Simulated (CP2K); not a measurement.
Band structure of SnAu (P6_3/mmc, 4 atoms in the cell).

```yaml
crystal:
  lattice:
    - [4.35623, 0.00000, 0.00000]
    - [-2.17812, 3.77261, 0.00000]
    - [0.00000, 0.00000, 5.58785]
  atoms:
    - { symbol: Sn, position: [0.66667, 0.33333, 0.75000] }
    - { symbol: Sn, position: [0.33333, 0.66667, 0.25000] }
    - { symbol: Au, position: [0.00000, 0.00000, 0.50000] }
    - { symbol: Au, position: [0.00000, 0.00000, 0.00000] }
```

Method: LDA (Pade form), GPW, DZVP-MOLOPT-SR-GTH basis, GTH-PADE potentials (GTH_POTENTIALS) run with CP2K 2026.2.

Settings: CUTOFF = 500 Ry; REL_CUTOFF = 50 Ry; SMEAR/METHOD = FERMI_DIRAC; ELECTRONIC_TEMPERATURE = 1160.45 K; KPOINTS/SCHEME = MONKHORST-PACK 9 9 6; GAMMA_CENTERED = T; XC_FUNCTIONAL = PADE; Sn/BASIS_SET = DZVP-MOLOPT-SR-GTH-q4; Sn/POTENTIAL = GTH-PADE-q4; Au/BASIS_SET = DZVP-MOLOPT-SR-GTH-q11; Au/POTENTIAL = GTH-PADE-q11; METHOD = GPW; EPS_DEFAULT = 1e-11; EXTRAPOLATION = USE_GUESS.

The starting cell comes from a database of computed structures (which also holds hypothetical and non-ambient phases and stackings), without a prior relaxation at this level. Its lattice was rescaled by a random factor within 2.5 % of one. Spin-orbit coupling is off. Values carry the incompleteness of an atom-centred basis.

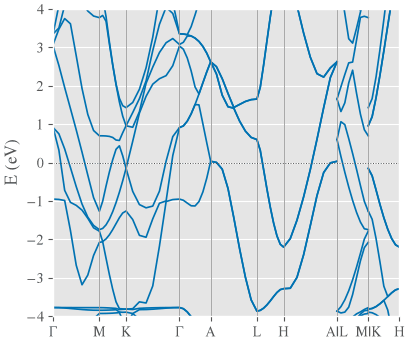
Figure. Bands along the path, energies from the Fermi level.

Levels in eV from the Fermi level, bands 12 to 17:
| point | 12 | 13 | 14 | 15 | 16 | 17 |
|---|---|---|---|---|---|---|
| Γ | -3.77 | -0.95 | 0.91 | 0.91 | 3.03 | 3.08 |
| M | -3.78 | -2.08 | -1.79 | -1.75 | -1.27 | 0.70 |
| K | -3.82 | -3.82 | -1.26 | -0.15 | -0.15 | 0.96 |
| A | -4.78 | 0.03 | 0.03 | 2.62 | 2.62 | 2.62 |
| L | -4.40 | -3.87 | -3.87 | 0.60 | 0.60 | 1.65 |
| H | -4.65 | -3.28 | -3.28 | -2.20 | -2.20 | 5.02 |

Bands cross the Fermi level along this path, so the cell is metallic at this level.

Higher empty bands are left out: an atom-centred basis made for the valence describes them poorly.
